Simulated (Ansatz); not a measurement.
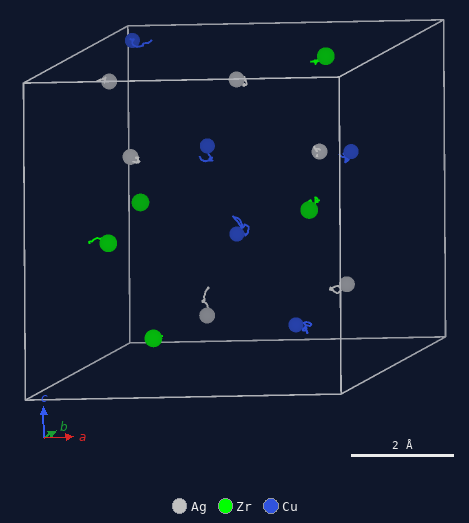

First-principles dynamics of an amorphous cell of composition Zr$_{5}$Cu$_{5}$Ag$_{6}$ (16 atoms in the cell), 366 fs long. It starts from the last geometry of an earlier run, with fresh velocities. Lines trace each atom's path, in the colour of its element; spheres stand at the starting positions. Seen slightly off an axis in the simulation cell.

Computed with Ansatz 0.2.0, DFT PBE, scalar-relativistic, plane waves, PAW. Run with plane-wave cutoff 420 eV; k-point mesh 1 × 1 × 1; Fermi-Dirac smearing 0.05 eV; volume 0.96 times that of the relaxed crystal; set temperature 300 K; time step 3 fs.

> What do the traces tell about the motion?

Root-mean-square distances from the starting positions over the second half, with the common drift of all atoms taken out: Cu 0.32 Å, Ag 0.31 Å, Zr 0.22 Å. That is small against the typical shortest distance between atoms in the first frame, about 2.6 Å: the atoms vibrate about their sites and the arrangement holds. The mean temperature in the second half is 306 K (standard deviation 52 K). The potential energy in the second half lies on average 105 meV per atom below the first frame. The first frame is far from relaxed (forces up to 2.4 eV/Å), so much of the motion is the structure settling. The mean pressure there is 4.3 GPa.

Limits of the set-up: the k-point mesh is coarse for a cell with partly filled bands; the periodic images lie only 6.4 Å apart, so the values are limited by the cell's size.

The run took 4.1 min on 2 threads of Arm Neoverse V2, with other jobs on the host, peak memory 0.6 GiB.
